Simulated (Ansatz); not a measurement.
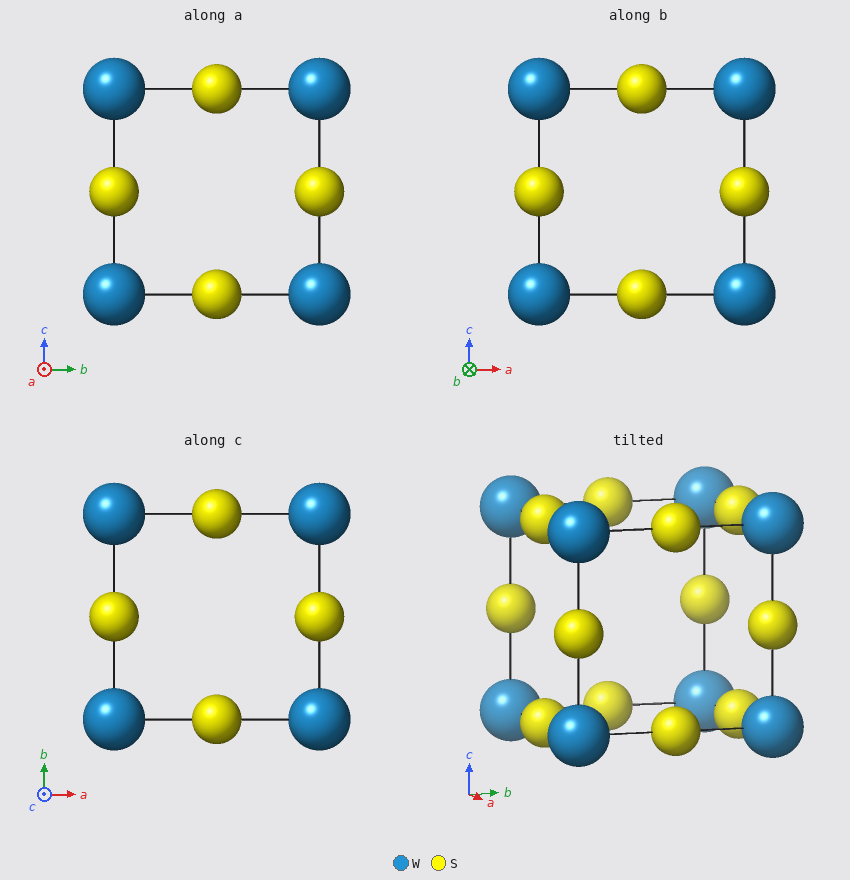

Spheres-only drawing of the structure, looking along the a axis, along the b axis, along the c axis and slightly off an axis. Atoms at the boundary of the conventional unit cell (the box) are drawn once for each face, edge or corner they touch.

Lattice parameters: a = 4.683 Å, b = 4.683 Å, c = 4.683 Å, α = 90.00°, β = 90.00°, γ = 90.00°. Put a along x and b in the xy plane.

> Set out the cell and atoms as a POSCAR file.

```
W S
1.0
     4.683    0.000    0.000
     0.000    4.683    0.000
     0.000    0.000    4.683
W S
1 3
Direct
  0.0000 0.0000 0.0000
  0.0000 0.5000 0.0000
  0.5000 0.0000 0.0000
  0.0000 0.0000 0.5000
```

Starting structure: a structure type filled with these elements by a generator (whether the compound takes this form wasn't checked). Relaxation method: Ansatz, DFT PBE, scalar-relativistic, plane waves, PAW.
